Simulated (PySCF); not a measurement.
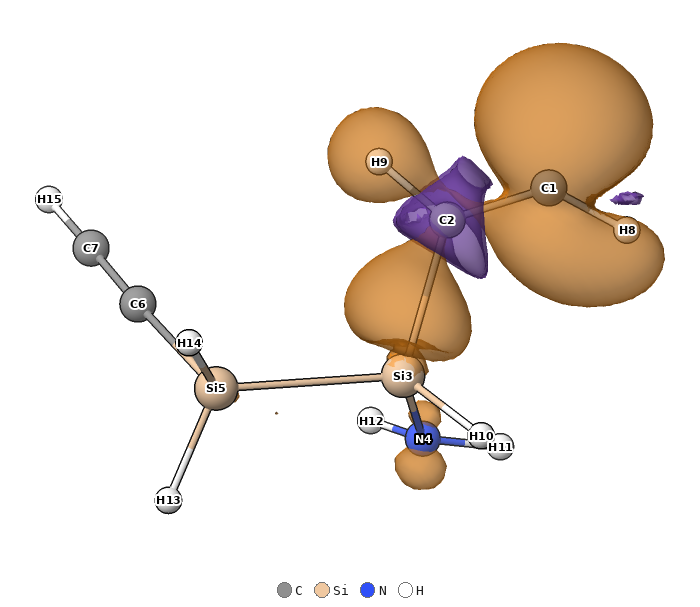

*C4H8NSi2 (doublet). Isosurfaces of the spin density (α minus β) at +0.015 (orange) and −0.015 e/Å³ (purple), seen across its widest extent.*

Geometry: GFN2-xTB.

Computed with UKS B3LYP, pcH-1 on C H N Si, non-relativistic, mean-field spin-orbit, GIAO (PySCF).

| atom | x (Å) | y (Å) | z (Å) |
| --- | --- | --- | --- |
| C | 0.1631 | 2.5190 | -1.7941 |
| C | 0.4986 | 1.5560 | -1.0123 |
| Si | -0.3811 | -0.1884 | -1.0197 |
| N | -1.9872 | -0.1352 | -0.3802 |
| Si | 0.8274 | -1.6545 | 0.2947 |
| C | 0.9765 | -0.9375 | 1.9971 |
| C | 1.0434 | -0.4282 | 3.0851 |
| H | -0.5527 | 2.6228 | -2.5826 |
| H | 1.2755 | 1.6663 | -0.2665 |
| H | -0.6067 | -0.5533 | -2.4256 |
| H | -2.6910 | 0.4021 | -0.8614 |
| H | -2.1147 | -0.0373 | 0.6146 |
| H | 0.2305 | -2.9846 | 0.4754 |
| H | 2.2034 | -1.8443 | -0.1887 |
| H | 1.1105 | 0.0050 | 4.0423 |

Where is the unpaired spin?

Answer. The unpaired spin (1 electron) lies mostly on C1 (about 0.7), in electrons by Hirshfeld's partition.
